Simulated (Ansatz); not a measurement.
**C3H4AlF (SMILES C#[C][Al]([CH3])[F]): levels of theory compared**

Aim: a comparison of 6 runs (HF/3-21G, HSE06/cc-pVDZ, PBE-QIDH/cc-pVDZ, PBE/cc-pVDZ, r2SCAN/cc-pVDZ, BCCD(T)/cc-pVDZ) of C3H4AlF. 

Program for the calculation: Ansatz 0.2.0.

60 further runs of the same task are left out: 60 set aside as unsound or not needed.

### 1 Starting point

The species is C3H4AlF (9 atoms), meant as a singlet with charge 0. As SMILES, `C#[C][Al]([CH3])[F]`. The C4–H8 distance was set to 1.969 Å, away from the relaxed value. At this shape a bond of the SMILES string is far longer than usual.

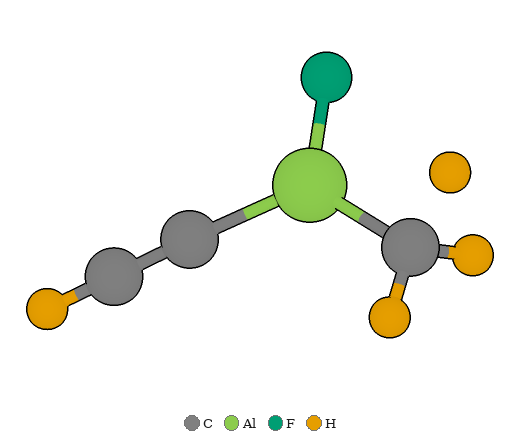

The structure, seen from a chosen angle (carbon grey, aluminium green, fluorine teal, hydrogen amber).

### 2 The energy at HF/3-21G (run 1)

in.yaml reads:

```yaml
basis:
  gaussian:
    orbitals: 3-21G.json
crystal:
  periodic: [false, false, false]
  atoms:
    - {symbol: C, position_ang: [-0.375022, 3.375962, 0.118927]}
    - {symbol: C, position_ang: [-0.284322, 2.237362, -0.280273]}
    - {symbol: Al, position_ang: [-0.183222, 0.427762, -0.851873]}
    - {symbol: C, position_ang: [-1.028222, -1.056138, 0.048827]}
    - {symbol: F, position_ang: [0.696378, 0.145762, -2.218673]}
    - {symbol: H, position_ang: [-0.450622, 4.382262, 0.465127]}
    - {symbol: H, position_ang: [-1.749422, -1.550838, -0.608873]}
    - {symbol: H, position_ang: [0.298900, -2.419800, 0.555700]}
    - {symbol: H, position_ang: [-1.554422, -0.740038, 0.952027]}
hamiltonian:
  xc: hf
accuracy: high
output: {orbitals: {seedname: orbitals}}
```

The basis set 3-21G is read from a file made from the Basis Set Exchange's data (not shown).

Launch:

```
$ ansatz run in.yaml --threads 1 --pin off --max-ram 3480MiB --events-out events.jsonl --progress --plain --runs-dir runs
```

Standard output:

```text
Warning: RAYON_NUM_THREADS=1 ignored (pool sized by the plan → 1); use --threads N
Functional definition: HF
  name "HF"
  exchange = exact_x
  correlation = 0
1283 factors; integrals over basis functions are off by at most 9.7e-9 eV
mean field evaluation 1: about -12369.6961 eV, gradient 3.5e1 eV
mean field evaluation 2: about -12370.0109 eV, gradient 3.5e1 eV
mean field evaluation 4: about -12372.9752 eV, gradient 2.9e0 eV
mean field evaluation 8: about -12373.0296 eV, gradient 4.0e-1 eV
mean field evaluation 16: about -12373.0305 eV, gradient 2.2e-8 eV
mean field -12373.03047051 eV, -454.7004830499 hartree, gradient 8.3e-8 eV, S^2 0.000000; 0 other end points of the search recorded, 0 dependent functions left out
reference -12373.03047051 eV, -454.7004830499 hartree; 22, 22 occupied and 35, 35 virtual orbitals, 1283 factors
Total energy: -12373.03047051 eV, -454.7004830499 hartree
```

Run time: 0.48 s. Hardware: 1 thread of AMD EPYC 9R45 (Zen 5), shared host; peak memory 0.13 GiB.

### 3 A single-point energy at HSE06/cc-pVDZ (run 2)

Edit in.yaml of step 2 so:

```diff
@@ -1,4 +1 @@
-basis:
-  gaussian:
-    orbitals: 3-21G.json
 crystal:
@@ -15,5 +12,9 @@
     - {symbol: H, position_ang: [-1.554422, -0.740038, 0.952027]}
+basis:
+  gaussian:
+    orbitals: cc-pVDZ
 hamiltonian:
-  xc: hf
+  xc: hse06
 accuracy: high
-output: {orbitals: {seedname: orbitals}}
+output:
+  orbitals: {seedname: orbitals}
```

Launch:

```
$ ansatz run in.yaml --threads 1 --pin off --max-ram 3480MiB --events-out events.jsonl --progress --plain --runs-dir runs
```

Standard output:

```text
Warning: RAYON_NUM_THREADS=1 ignored (pool sized by the plan → 1); use --threads N
Functional definition: HSE06
  name "HSE06"
  parameter a = 0.25
  parameter omega = 0.11/bohr
  exchange = pbe_x - a*pbe_x_sr(omega) + a*exact_x_sr(omega)
  correlation = pbe_c
2076 factors; integrals over basis functions are off by at most 1.1e-8 eV
112 factors; integrals over basis functions are off by at most 2.4e-9 eV
mean field evaluation 1: about -12465.0926 eV, gradient 6.7e1 eV
mean field evaluation 2: about -12452.7436 eV, gradient 8.9e1 eV
mean field evaluation 4: about -12476.6237 eV, gradient 9.6e0 eV
mean field evaluation 8: about -12477.0898 eV, gradient 1.0e0 eV
mean field evaluation 16: about -12477.0927 eV, gradient 9.3e-5 eV
mean field -12477.09272008 eV, -458.5247001857 hartree, gradient 4.5e-8 eV, S^2 0.000000; 0 other end points of the search recorded, 0 dependent functions left out
reference -12477.09272424 eV, -458.5247003388 hartree; 22, 22 occupied and 72, 72 virtual orbitals, 2076 factors
Total energy: -12477.09272424 eV, -458.5247003388 hartree
```

Run time: 5.1 s. Hardware: 1 thread of AMD EPYC 9R45 (Zen 5), shared host; peak memory 0.34 GiB.

Runs 3 to 4 aren't shown in full; the table further down has their settings and results.

### 4 A single-point energy at r2SCAN/cc-pVDZ (run 5)

run.yaml reads:

```yaml
crystal:
  periodic: [false, false, false]
  atoms:
    - {symbol: C, position_ang: [-0.375022, 3.375962, 0.118927]}
    - {symbol: C, position_ang: [-0.284322, 2.237362, -0.280273]}
    - {symbol: Al, position_ang: [-0.183222, 0.427762, -0.851873]}
    - {symbol: C, position_ang: [-1.028222, -1.056138, 0.048827]}
    - {symbol: F, position_ang: [0.696378, 0.145762, -2.218673]}
    - {symbol: H, position_ang: [-0.450622, 4.382262, 0.465127]}
    - {symbol: H, position_ang: [-1.749422, -1.550838, -0.608873]}
    - {symbol: H, position_ang: [0.298900, -2.419800, 0.555700]}
    - {symbol: H, position_ang: [-1.554422, -0.740038, 0.952027]}
basis:
  gaussian: {orbitals: cc-pVDZ}
hamiltonian: {xc: r2scan}
accuracy: high
output: {orbitals: {seedname: orbitals}}
```

Launch:

```
$ ansatz run run.yaml --threads 1 --pin off --max-ram 3480MiB --events-out events.jsonl --progress --plain --runs-dir runs
```

Standard output:

```text
Warning: RAYON_NUM_THREADS=1 ignored (pool sized by the plan → 1); use --threads N
Functional definition: r2SCAN
  name "r2SCAN"
  parameter k0 = 0.174
  parameter k1 = 0.065
  parameter a1 = 4.9479
  exchange = r2scan_x(k0 = k0, k1 = k1, a1 = a1)
  correlation = r2scan_c
2076 factors; integrals over basis functions are off by at most 1.1e-8 eV
mean field evaluation 1: about -12469.4975 eV, gradient 7.2e1 eV
mean field evaluation 2: about -12451.2783 eV, gradient 1.0e2 eV
mean field evaluation 4: about -12483.0119 eV, gradient 1.3e1 eV
mean field evaluation 8: about -12483.5575 eV, gradient 9.2e-1 eV
mean field evaluation 16: about -12483.5597 eV, gradient 3.2e-5 eV
mean field -12483.55968642 eV, -458.7623568151 hartree, gradient 2.2e-8 eV, S^2 0.000000; 0 other end points of the search recorded, 0 dependent functions left out
reference -12483.55968745 eV, -458.7623568532 hartree; 22, 22 occupied and 72, 72 virtual orbitals, 2076 factors
Total energy: -12483.55968745 eV, -458.7623568532 hartree
```

Wall time 6 s (1 thread of AMD EPYC 9R45 (Zen 5), shared host); peak memory 0.32 GiB.

### 5 A single-point energy at BCCD(T)/cc-pVDZ (run 6)

Edit in.yaml of step 3 so:

```diff
@@ -15,6 +15,7 @@
     orbitals: cc-pVDZ
-hamiltonian:
-  xc: hse06
+correlation:
+  method: bccd_t
+  frozen_orbitals: {Al: 5, C: 1, F: 1, H: 0}
 accuracy: high
-output:
-  orbitals: {seedname: orbitals}
+scf:
+  omitted_lower_state_checks: [cluster_reference, increment]
```

Launch:

```
$ ansatz run in.yaml --threads 1 --pin off --max-ram 3480MiB --events-out events.jsonl --progress --plain --runs-dir runs
```

Standard output, cut to the lines that bear on the results:

```text
Warning: RAYON_NUM_THREADS=1 ignored (pool sized by the plan → 1); use --threads N
[... 2 set-up lines as earlier in the session ...]
[...]
2076 factors; integrals over basis functions are off by at most 1.1e-8 eV
[...]
mean field -12440.93069001 eV, -457.1957700923 hartree, gradient 2.8e-8 eV, S^2 0.000000; 0 other end points of the search recorded, 0 dependent functions left out; unrestricted orbitals would lower it
9 core orbitals not correlated: weight in the atoms' cores, before any rotation towards them, 1.000 or more for the frozen orbitals, at most 0.000 for the correlated occupied ones
reference -12440.93069001 eV, -457.1957700923 hartree; 13, 13 occupied and 72, 72 virtual orbitals, 2076 factors
second order -17.62392712 eV of doubles, -0.00000000 eV of singles
cycle   1  -18.00383761 eV  change   -3.8e-1 eV  update   1.3e-1
[...]
cycle  25  -18.77195273 eV  change    1.8e-9 eV  update   1.3e-9
perturbative correction -0.71536110 eV, -0.0262890354 hartree
Total energy: -12460.41800384 eV, -457.9119156665 hartree
Checks for a lower state left out: cluster_reference, increment
```

Run time: 20 s. Hardware: 1 thread of AMD EPYC 9R45 (Zen 5), shared host; peak memory 0.83 GiB.

### 6 The series

| run | level | frozen core orbitals | energy (Eh) | HOMO energy (eV) | LUMO energy (eV) | HOMO–LUMO gap (eV) | wall time |
| --- | --- | --- | --- | --- | --- | --- | --- |
| 1 | HF/3-21G | – | -454.700483 | -10.27 | 1.25 | 11.52 | 0.48 s |
| 2 | HSE06/cc-pVDZ | – | -458.524700 | -7.75 | -2.79 | 4.95 | 5.1 s |
| 3 | PBE-QIDH/cc-pVDZ | 9 | -458.367315 | -9.78 | -0.63 | 9.14 | 6.6 s |
| 4 | PBE/cc-pVDZ | – | -458.510406 | -6.98 | -3.28 | 3.69 | 3 s |
| 5 | r2SCAN/cc-pVDZ | – | -458.762357 | -7.26 | -3.19 | 4.07 | 6 s |
| 6 | BCCD(T)/cc-pVDZ | 9 | -457.911916 | – | – | – | 20 s |

### 7 What came out

| quantity | value |
| --- | --- |
| run 6: total energy | -457.91192 Eh |
| run 6: correlation energy (9 core orbitals frozen) | -716.1 mEh |
| run 6: (T) correction | -26.29 mEh |

In words: Over runs 1, 2, 3, 4, 5 the HOMO–LUMO gap runs from 3.69 eV (PBE/cc-pVDZ) to 11.52 eV (HF/3-21G). The two ends differ in method and basis. Totals of different functionals can't be ranked against each other. In runs 3, 6 the log says that unrestricted orbitals would lower the reference, so the values rest on an unstable closed-shell determinant (other closed-shell runs at this shape may share the fault). All runs together took 42 s, the longest 20 s.
